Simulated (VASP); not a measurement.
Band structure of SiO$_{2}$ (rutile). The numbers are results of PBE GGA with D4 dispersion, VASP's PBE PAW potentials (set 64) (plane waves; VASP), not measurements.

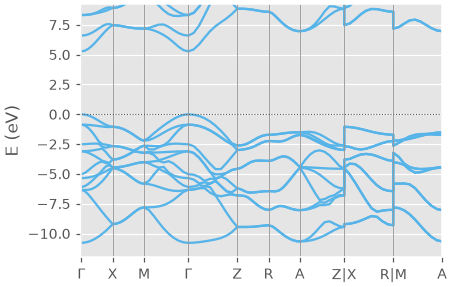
Figure. Bands along high-symmetry lines, zero at the valence-band maximum or, without a gap, the Fermi level

Read the plot: is there a gap, and where are the band edges?

The gap is direct, 5.28 eV, from the valence maximum at Γ to the conduction minimum at Γ. (Edges off the drawn lines would not show.)

The compound is SiO2 in the rutile structure, stishovite, a high-pressure form. It was relaxed first.
